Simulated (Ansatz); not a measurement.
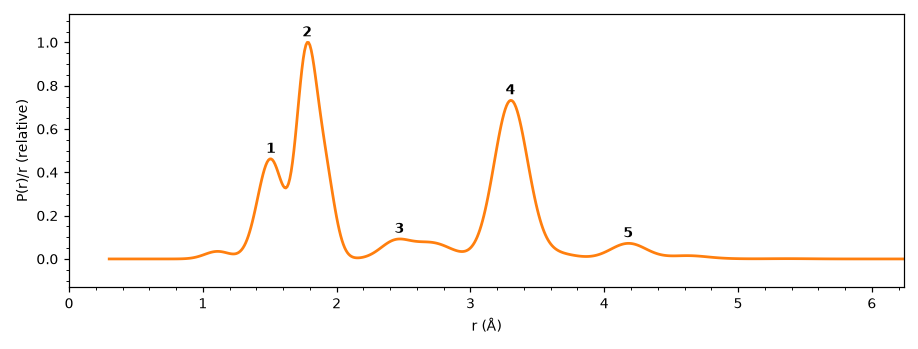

Simulated gas electron diffraction: radial distribution curve of CH₆AsSi (charge +1, ignored in the scattering factors). Each pair of atoms contributes with weight ZᵢZⱼ/r; damping constant 0.0015 Å²; vibrational amplitudes assumed, not computed: 0.05 Å for bonds, 0.078 Å for bonds to H, 0.06 + 0.015 r up to 0.15 Å for other pairs. The geometry is the end point of an optimisation (RKS PBE/def2-SVP (Ansatz 0.2.0)); it may be a saddle point or a higher isomer. SMILES: [SiH3][CH+][AsH2].

### Read the positions of the numbered peaks and name the main pairs (– for bonds).

Peak 1, 1.51 Å: Si–H 1.50 Å (×3), As–H 1.51 Å (×2)
Peak 2, 1.78 Å: As–C 1.77 Å, Si–C 1.91 Å, not resolved
Peak 3, 2.47 Å: As···H 2.43 Å, Si···H 2.64 Å, C···H 2.68 Å, not resolved; in its flanks C···H 2.74–2.84 Å
Peak 4, 3.30 Å: As···Si 3.30 Å
Peak 5, 4.18 Å: As···H 4.17–4.19 Å (×2)
